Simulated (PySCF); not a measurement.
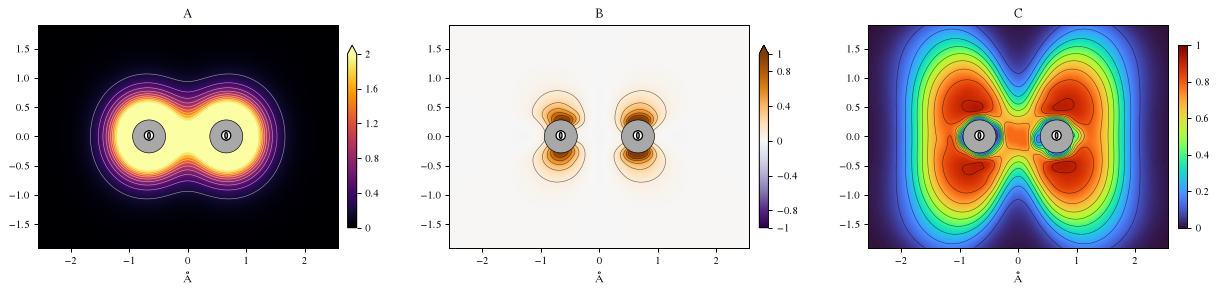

O2 (charge −1, doublet): 3 fields on a plane that holds the molecular axis, with unlabelled colour scales. Grey discs cover the atomic cores.

Geometry: PBE0-D3(BJ)/ma-def2-SVP.

Theory: DFT single point, gas phase, functional wB97X in PySCF 2.14.0, density-fitted response routines.

Question: The panels show electron density, electron localisation function and spin density in some order. Assign them.

Answer: Panel A: electron density. Panel B: spin density (confined to the atoms that carry the unpaired spin). Panel C: electron localisation function. From the grid: O–O (1.32 Å): ρ is about 2.7 e/Å³ halfway; the ELF peaks at about 0.80 between the atoms (localised, covalent bonding).
